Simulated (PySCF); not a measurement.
**A workflow on GeH3 (SMILES [GeH3])**

We compute a series of 19 runs (UPBE0-D4/def2-TZVP, UCCSD(T)/def2-TZVPP, URI-MP2/def2-QZVPP, UPBE-D4/def2-TZVPP, U-r2SCAN-D4/def2-TZVPP, UB3LYP-D4/def2-TZVPP, UPBE0-D4/def2-TZVPP, U-wB97M-V/def2-TZVPP, and more) of GeH3. 

Program for the calculation: PySCF 2.14.0.

1 further run of the same task is left out (for a faulty analytic Hessian).

## Step 1: The molecule

GeH3: 4 atoms, total charge 0, spin state doublet. SMILES: `[GeH3]`. All atoms were displaced at random from a relaxed shape. The run starts from this shape.

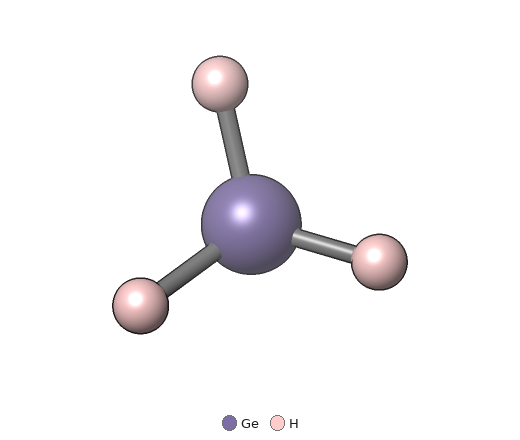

The structure, seen from a chosen angle (germanium purple, hydrogen pink).

## Step 2: A structure relaxation at UPBE0-D4/def2-TZVP (density fitting with def2-universal-jkfit) (run 1)

The input, input.xyz:

```xyz
4
GeH3
Ge     0.214317    -0.178415    -0.208853
H      1.022650     0.089601     1.047969
H     -0.906139    -1.170786    -0.043505
H     -0.339253     1.212018    -0.782647
```

The input, job.py:

```python
from pyscf import gto, dft
from pyscf.geomopt.geometric_solver import kernel as optimise

mol = gto.Mole()
mol.atom = 'input.xyz'
mol.verbose = 3
mol.spin = 1
mol.basis = 'def2-tzvp'
mol.max_memory = 1860
mol.charge = 0
mol.build()

ks = dft.UKS(mol, xc='pbe0')
ks = ks.density_fit(auxbasis='def2-universal-jkfit')
ks.grids.level = 4
ks.max_cycle = 100
ks.disp = 'd4'
ks.conv_tol = 1e-09
converged, mol_eq = optimise(ks, maxsteps=100)
print('converged:', converged)
print(mol_eq.tostring())

ks.reset(mol_eq)
mol = mol_eq
ks.kernel()
etot = ks.e_tot
print('E(%s) = %.9f' % ('PBE0', etot))
```

Launch:

```bash
OMP_NUM_THREADS=1 python job.py
```

Standard output:

```text
maxiter                   100
----------------------------------------------------------
Custom engine selected.
Bonds will be generated from interatomic distances less than 1.20 times sum of covalent radii
12 internal coordinates being used (instead of 12 Cartesians)
Internal coordinate system (atoms numbered from 1):
Distance 1-2
Distance 1-3
Distance 1-4
Angle 2-1-3
Angle 2-1-4
Angle 3-1-4
Translation-X 1-4
Translation-Y 1-4
Translation-Z 1-4
Rotation-A 1-4
Rotation-B 1-4
Rotation-C 1-4
> ===== Optimization Info: ====
> Job type: Energy minimization
> Maximum number of optimization cycles: 100
> Initial / maximum trust radius (Angstrom): 0.100 / 0.300
> Convergence Criteria:
> Will converge when all 5 criteria are reached:
>  |Delta-E| < 1.00e-06
>  RMS-Grad  < 3.00e-04
>  Max-Grad  < 4.50e-04
>  RMS-Disp  < 1.20e-03
>  Max-Disp  < 1.80e-03
> === End Optimization Info ===

Geometry optimization cycle 1
Cartesian coordinates (Angstrom)
 Atom        New coordinates             dX        dY        dZ
  Ge   0.214317  -0.178415  -0.208853    0.000000  0.000000  0.000000
   H   1.022650   0.089601   1.047969    0.000000  0.000000  0.000000
   H  -0.906139  -1.170786  -0.043505    0.000000  0.000000  0.000000
   H  -0.339253   1.212018  -0.782647    0.000000 -0.000000  0.000000

WARN: Mole.unit (angstrom) is changed to Bohr

WARN: HOMO -0.165896321857947 >= LUMO -0.165896321857943

converged SCF energy = -2078.47897574683  <S^2> = 0.75218888  2S+1 = 2.0021877
--------------- DFUKS_Scanner gradients ---------------
         x                y                z
0 Ge     0.0004316231    -0.0240426478     0.0157204509
1 H    -0.0025960886     0.0007322831    -0.0066959111
2 H     0.0079052434     0.0074287444    -0.0030965641
3 H    -0.0057410222     0.0158818070    -0.0059281791
----------------------------------------------
cycle 1: E = -2078.47897575  dE = -2078.48  norm(grad) = 0.0364017
Step    0 : Gradient = 1.820e-02/2.873e-02 (rms/max) Energy = -2078.4789757468
Hessian Eigenvalues: 5.00000e-02 5.00000e-02 5.00000e-02 ... 1.60000e-01 1.60882e-01 1.66081e-01

Geometry optimization cycle 2
Cartesian coordinates (Angstrom)
 Atom        New coordinates             dX        dY        dZ
  Ge   0.218830  -0.150071  -0.234759    0.004513  0.028344 -0.025906
   H   1.024431   0.096719   1.054935    0.001781  0.007118  0.006966
   H  -0.920234  -1.170681  -0.043995   -0.014095  0.000105 -0.000490
   H  -0.331442   1.176444  -0.763209    0.007811 -0.035574  0.019438
converged SCF energy = -2078.48069441356  <S^2> = 0.75213454  2S+1 = 2.0021334
--------------- DFUKS_Scanner gradients ---------------
         x                y                z
0 Ge    -0.0006172746     0.0012406530    -0.0008052830
1 H     0.0006165315     0.0015057729    -0.0000818354
2 H    -0.0011414007    -0.0001826075    -0.0008969155
3 H     0.0011417781    -0.0025636107     0.0017840636
----------------------------------------------
cycle 2: E = -2078.48069441  dE = -0.00171867  norm(grad) = 0.0042921
Step    1 : Displace = 2.958e-02/4.128e-02 (rms/max) Trust = 1.000e-01 (=) Grad = 2.146e-03/3.325e-03 (rms/max) E (change) = -2078.4806944136 (-1.719e-03) Quality = 0.926
Hessian Eigenvalues: 5.00000e-02 5.00000e-02 5.00000e-02 ... 1.60130e-01 1.62622e-01 1.85650e-01

Geometry optimization cycle 3
Cartesian coordinates (Angstrom)
 Atom        New coordinates             dX        dY        dZ
  Ge   0.218315  -0.146096  -0.235181   -0.000515  0.003975 -0.000422
   H   1.021404   0.084325   1.058135   -0.003027 -0.012394  0.003200
   H  -0.912659  -1.172010  -0.036283    0.007575 -0.001329  0.007711
   H  -0.335461   1.186183  -0.773699   -0.004019  0.009739 -0.010490
converged SCF energy = -2078.48078519321  <S^2> = 0.75213832  2S+1 = 2.0021372
--------------- DFUKS_Scanner gradients ---------------
         x                y                z
0 Ge     0.0001080416    -0.0007650518     0.0003436569
1 H     0.0003477594     0.0006183462    -0.0000479123
2 H    -0.0004271738    -0.0001118965    -0.0004420969
3 H    -0.0000289178     0.0002588312     0.0001464117
----------------------------------------------
cycle 3: E = -2078.48078519  dE = -9.07797e-05  norm(grad) = 0.00130398
Step    2 : Displace = 1.150e-02/1.490e-02 (rms/max) Trust = 1.414e-01 (+) Grad = 6.520e-04/8.456e-04 (rms/max) E (change) = -2078.4807851932 (-9.078e-05) Quality = 1.219
Hessian Eigenvalues: 5.00000e-02 5.00000e-02 5.00000e-02 ... 1.60024e-01 1.64496e-01 1.92643e-01

Geometry optimization cycle 4
Cartesian coordinates (Angstrom)
 Atom        New coordinates             dX        dY        dZ
  Ge   0.218796  -0.142206  -0.237918    0.000481  0.003890 -0.002736
   H   1.017355   0.076774   1.059210   -0.004049 -0.007552  0.001074
   H  -0.907209  -1.170307  -0.030870    0.005450  0.001703  0.005414
   H  -0.337325   1.188128  -0.777454   -0.001864  0.001945 -0.003755
converged SCF energy = -2078.48079989999  <S^2> = 0.75213578  2S+1 = 2.0021346
--------------- DFUKS_Scanner gradients ---------------
         x                y                z
0 Ge     0.0000307272    -0.0002457265     0.0001166170
1 H    -0.0000435735     0.0000319568    -0.0000712886
2 H     0.0000675323     0.0001025503    -0.0000330228
3 H    -0.0000549094     0.0001114498    -0.0000122017
----------------------------------------------
cycle 4: E = -2078.4807999  dE = -1.47068e-05  norm(grad) = 0.000338644
Step    3 : Displace = 6.721e-03/8.606e-03 (rms/max) Trust = 2.000e-01 (+) Grad = 1.693e-04/2.737e-04 (rms/max) E (change) = -2078.4807999000 (-1.471e-05) Quality = 1.046
Hessian Eigenvalues: 5.00000e-02 5.00000e-02 5.00000e-02 ... 1.61891e-01 1.70345e-01 1.92146e-01

Geometry optimization cycle 5
Cartesian coordinates (Angstrom)
 Atom        New coordinates             dX        dY        dZ
  Ge   0.218495  -0.141543  -0.237886   -0.000301  0.000663  0.000031
   H   1.017532   0.076302   1.059443    0.000177 -0.000472  0.000234
   H  -0.907085  -1.170663  -0.030696    0.000124 -0.000356  0.000174
   H  -0.337314   1.188282  -0.777897    0.000011  0.000155 -0.000443
converged SCF energy = -2078.48080009127  <S^2> = 0.75213763  2S+1 = 2.0021365
--------------- DFUKS_Scanner gradients ---------------
         x                y                z
0 Ge    -0.0000036683     0.0000026037     0.0000019229
1 H     0.0000115366    -0.0000023413     0.0000101305
2 H    -0.0000050235    -0.0000099831    -0.0000012476
3 H    -0.0000030614     0.0000099526    -0.0000106969
----------------------------------------------
cycle 5: E = -2078.48080009  dE = -1.91277e-07  norm(grad) = 2.47879e-05
Step    4 : Displace = 5.550e-04/7.286e-04 (rms/max) Trust = 2.828e-01 (+) Grad = 1.239e-05/1.553e-05 (rms/max) E (change) = -2078.4808000913 (-1.913e-07) Quality = 0.921
Hessian Eigenvalues: 5.00000e-02 5.00000e-02 5.00000e-02 ... 1.61891e-01 1.70345e-01 1.92146e-01
Converged! =D

converged: True
Ge          0.21849515       -0.14154286       -0.23788630
H           1.01753205        0.07630159        1.05944318
H          -0.90708497       -1.17066336       -0.03069610
H          -0.33731426        1.18828231       -0.77789695

converged SCF energy = -2078.48080009127  <S^2> = 0.75213765  2S+1 = 2.0021365
E(PBE0) = -2078.480800091
```

Run time: 36 s. Hardware: 1 thread of Arm Neoverse V2, shared host; peak memory 0.68 GiB.

Steps, from the record of the run:

| step | energy from the first frame kept (eV) | largest force (eV/Å) |
| --- | --- | --- |
| 0 | 0.0000 | 1.4773 |
| 1 | -0.0468 | 0.1710 |
| 2 | -0.0492 | 0.0435 |
| 3 | -0.0496 | 0.0141 |
| 4 | -0.0496 | 0.0008 |

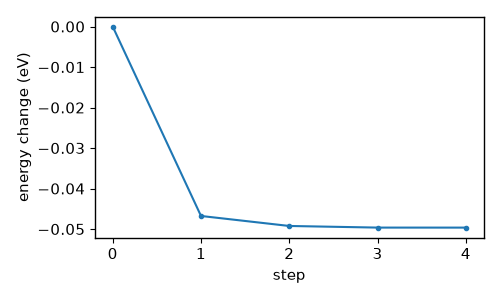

Energy along the run.

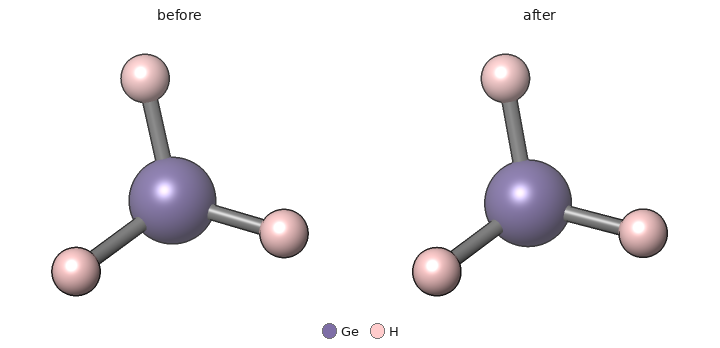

Before and after, at one scale.

After the run. Bond lengths: Ge1–H2 1.539 Å, Ge1–H3 1.539 Å, Ge1–H4 1.539 Å. Angles: H2–Ge1–H3 111.2°, H2–Ge1–H4 111.2°, H3–Ge1–H4 111.2°.

## Step 3: The energy at UCCSD(T)/def2-TZVPP (run 3)

The input, calc.py:

```python
from pyscf import gto, scf, cc

mol = gto.M(
    atom=[
    ('Ge', (0.218495, -0.141543, -0.237886)),
    ('H', (1.017532, 0.076302, 1.059443)),
    ('H', (-0.907085, -1.170663, -0.030696)),
    ('H', (-0.337314, 1.188282, -0.777897)),
],
    charge=0,
    max_memory=1860,
    basis='def2-tzvpp',
    verbose=3,
    spin=1,
)

calc0 = scf.UHF(mol)
calc0.conv_tol = 1e-10
calc0.kernel()
if not calc0.converged:
    calc0 = calc0.newton().run(calc0.mo_coeff, calc0.mo_occ)

mycc = cc.CCSD(calc0, frozen=9)
mycc.kernel()
e_t = mycc.ccsd_t()
e_final = mycc.e_tot + e_t
print('E = %.10f Eh' % e_final)
```

Launch:

```bash
OMP_NUM_THREADS=1 python calc.py
```

Standard output:

```text
converged SCF energy = -2077.0688888037  <S^2> = 0.75485141  2S+1 = 2.0048455
E(UCCSD) = -2077.335774052596  E_corr = -0.2668852488977601
UCCSD(T) correction = -0.00798088339654716
E = -2077.3437549360 Eh
```

It took 92 s on 1 thread of Arm Neoverse V2, shared host; peak memory 2 GiB.

Runs 4 to 16 aren't shown in full; the table further down has their settings and results.

## Step 4: The singlet cation: the energy at B3LYP-D4/def2-TZVPP (run 17)

The input, run.py:

```python
from pyscf import gto, dft

mol = gto.M(
    atom='''
Ge     0.218495    -0.141543    -0.237886
H      1.017532     0.076302     1.059443
H     -0.907085    -1.170663    -0.030696
H     -0.337314     1.188282    -0.777897
''',
    basis='def2-tzvpp',
    max_memory=1860,
    verbose=3,
    charge=1,
)

myscf = dft.RKS(mol)
myscf.xc = 'b3lyp'
myscf.grids.level = 5
myscf.disp = 'd4'
myscf.conv_tol = 1e-10
myscf.kernel()
if not myscf.converged:
    myscf = myscf.newton().run(myscf.mo_coeff, myscf.mo_occ)

e_final = myscf.e_tot
print('Final energy', e_final)
```

Launch:

```bash
OMP_NUM_THREADS=1 python run.py
```

Standard output:

```text
converged SCF energy = -2078.47752173321
Final energy -2078.477521733214
```

Run time: 7.2 s. Hardware: 1 thread of Arm Neoverse V2, shared host; peak memory 0.43 GiB.

Runs 18 to 19 aren't shown in full; the table further down has their settings and results.

## Step 5: The singlet cation: a single-point energy at B3LYP/6-31G(d) (spherical functions) (run 20)

The input, geometry.xyz:

```xyz
4
GeH3
Ge     0.218495    -0.141543    -0.237886
H      1.017532     0.076302     1.059443
H     -0.907085    -1.170663    -0.030696
H     -0.337314     1.188282    -0.777897
```

The input, calc.py:

```python
from pyscf import gto, dft

mol = gto.M(
    atom='geometry.xyz',
    max_memory=1860,
    charge=1,
    verbose=3,
    basis='6-31g*',
)

ks = dft.RKS(mol)
ks.xc = 'b3lyp'
ks.conv_tol = 1e-10
ks.grids.level = 5
ks.kernel()
if not ks.converged:
    ks = ks.newton().run(ks.mo_coeff, ks.mo_occ)

energy = ks.e_tot
print(f'total energy: {energy:.8f} hartree')
```

Launch:

```bash
OMP_NUM_THREADS=1 python calc.py
```

Standard output:

```text
converged SCF energy = -2078.18579847771
total energy: -2078.18579848 hartree
```

Wall time 3.3 s (1 thread of Arm Neoverse V2, shared host); peak memory 0.24 GiB.

## Step 6: All runs side by side

| run | level | task | integral approximation | partner | energy (Eh) | dipole moment (D) of the reference | HOMO energy (eV) | LUMO energy (eV) | wall time |
| --- | --- | --- | --- | --- | --- | --- | --- | --- | --- |
| 1 | UPBE0-D4/def2-TZVP (density fitting with def2-universal-jkfit) | optimise | def2-universal-jkfit | base | -2078.480800 | 0.04 | -6.29 | -2.73 | 36 s |
| 3 | UCCSD(T)/def2-TZVPP | energy | none | base | -2077.343755 | 0.07 | -8.98 | 1.09 | 92 s |
| 4 | URI-MP2/def2-QZVPP (density fitting with def2-universal-jkfit) | energy | def2-universal-jkfit | base | -2077.622898 | 0.06 | -8.98 | 0.82 | 5.7 s |
| 5 | UPBE-D4/def2-TZVPP | energy | none | base | -2078.422975 | 0.03 | -5.20 | -3.72 | 14 s |
| 6 | U-r2SCAN-D4/def2-TZVPP | energy | none | base | -2078.736347 | 0.04 | -5.61 | -3.27 | 31 s |
| 7 | UB3LYP-D4/def2-TZVPP | energy | none | base | -2078.801306 | 0.08 | -6.01 | -3.18 | 15 s |
| 8 | UPBE0-D4/def2-TZVPP | energy | none | base | -2078.481548 | 0.03 | -6.29 | -2.73 | 14 s |
| 9 | U-wB97M-V/def2-TZVPP | energy | none | base | -2078.615250 | 0.10 | -8.26 | -0.92 | 45 s |
| 10 | UB2PLYP/def2-TZVPP | energy | none | base | -2078.371955 | 0.08 | -7.18 | -1.48 | 16 s |
| 11 | USVWN5/def2-TZVPP | energy | none | base | -2075.558378 | 0.01 | -5.22 | -4.10 | 8.1 s |
| 12 | UM06-2X/def2-TZVPP | energy | none | base | -2078.742711 | 0.12 | -7.23 | -2.74 | 31 s |
| 13 | UB3LYP/6-31G* (spherical functions) | energy | none | base | -2078.507743 | 0.09 | -5.93 | -3.11 | 5.4 s |
| 14 | UHF/STO-3G | energy | none | base | -2053.439225 | 0.44 | -6.59 | 5.55 | 0.59 s |
| 15 | CCSD(T)/def2-TZVPP | energy | none | cation | -2077.024428 | – | -20.06 | -7.62 | 17 s |
| 16 | PBE-D4/def2-TZVPP | energy | none | cation | -2078.102144 | – | -15.70 | -12.14 | 7.2 s |
| 17 | B3LYP-D4/def2-TZVPP | energy | none | cation | -2078.477522 | – | -16.79 | -11.52 | 7.2 s |
| 18 | PBE0-D4/def2-TZVPP | energy | none | cation | -2078.158691 | – | -16.97 | -11.13 | 6.9 s |
| 19 | wB97M-V/def2-TZVPP | energy | none | cation | -2078.297246 | – | -19.20 | -9.00 | 27 s |
| 20 | B3LYP/6-31G* (spherical functions) | energy | none | cation | -2078.185798 | – | -16.84 | -11.54 | 3.3 s |

## Step 7: Summary of results

| quantity | value |
| --- | --- |
| singlet cation, run 20: total energy | -2078.18580 Eh |
| singlet cation, run 20: HOMO energy | -16.84 eV |
| singlet cation, run 20: LUMO energy | -11.54 eV |
| singlet cation, run 20: HOMO–LUMO gap | 5.30 eV |
| vertical ionisation energy (to the singlet cation), UCCSD(T)/def2-TZVPP | 8.689 eV |
| vertical ionisation energy (to the singlet cation), UPBE-D4/def2-TZVPP | 8.730 eV |
| vertical ionisation energy (to the singlet cation), UB3LYP-D4/def2-TZVPP | 8.811 eV |
| vertical ionisation energy (to the singlet cation), UPBE0-D4/def2-TZVPP | 8.785 eV |
| vertical ionisation energy (to the singlet cation), U-wB97M-V/def2-TZVPP | 8.653 eV |
| vertical ionisation energy (to the singlet cation), UB3LYP/6-31G* | 8.761 eV |

**Reading.** At UCCSD(T)/def2-TZVPP: removing an electron at fixed nuclei costs 8.69 eV (200 kcal/mol). Only the singlet of the ionised species was computed; a triplet could lie lower. At UPBE-D4/def2-TZVPP: the vertical ionisation energy comes to 8.73 eV (842 kJ/mol). At UB3LYP-D4/def2-TZVPP: removing an electron at fixed nuclei costs 8.81 eV (203 kcal/mol). At UPBE0-D4/def2-TZVPP: removing an electron at fixed nuclei costs 8.79 eV (848 kJ/mol). At U-wB97M-V/def2-TZVPP: removing an electron at fixed nuclei costs 8.65 eV (835 kJ/mol). Over runs 16, 17, 18, 19, 20 the HOMO–LUMO gap runs from 3.56 eV (PBE-D4/def2-TZVPP) to 10.19 eV (wB97M-V/def2-TZVPP). Totals of different functionals can't be ranked against each other. In run 14 the basis is minimal, so the values are rough. All runs together took 6.4 min, the longest 92 s.
